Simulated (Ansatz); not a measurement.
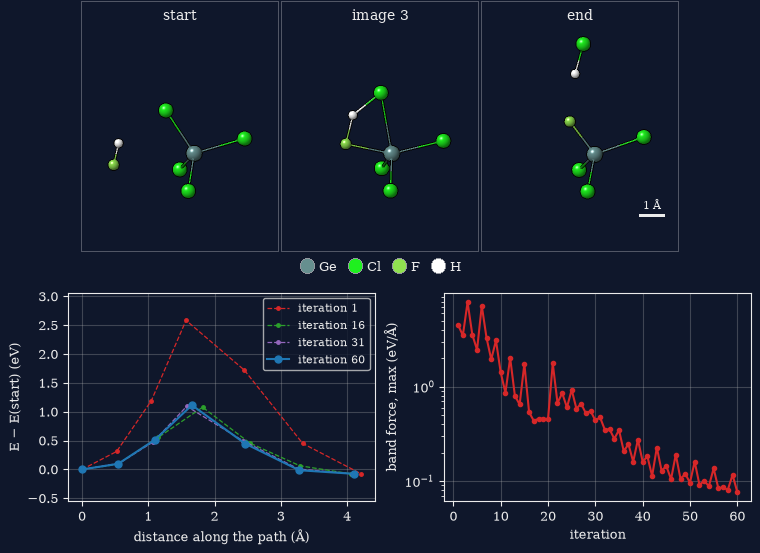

NEB run on GeHCl$_{4}$F, made up at the start of GeCl4 and HF. Images are numbered from 0 (start) to 6 (end). The plot follows the band through its iterations. A ball-and-stick model, seen at a tilt.

These are results of RKS B3LYP/def2-SVP in Ansatz 0.2.0, not measurements. Run with 5 movable images; climbing image; force threshold 0.03 eV/Å; iteration limit 60; optimiser L-BFGS; largest step 0.5 Å; starting path through a guess of the saddle point.

How did the profile develop, and is the result final?

The result isn't final. The band hadn't converged when the run stopped after 60 iterations. The largest component of the band force went from 4.5 to 0.077 eV/Å. The barrier read from it is provisional, though the highest image hardly moved in the last two iterations. The step length is far from the usual. The first iteration put the highest image at 2.59 eV. The energy climbs by 1.12 eV to image 3 and then falls by 1.19 eV, so the end point sits at −0.08 eV.

Limits of the set-up: the start holds two separate molecules, 2.4 Å apart at their closest, whose relative position is a soft coordinate and is computed without a dispersion correction.

Cost: 12 min on 4 threads of Arm Neoverse V1, with other jobs on the host, peak memory 0.45 GiB.
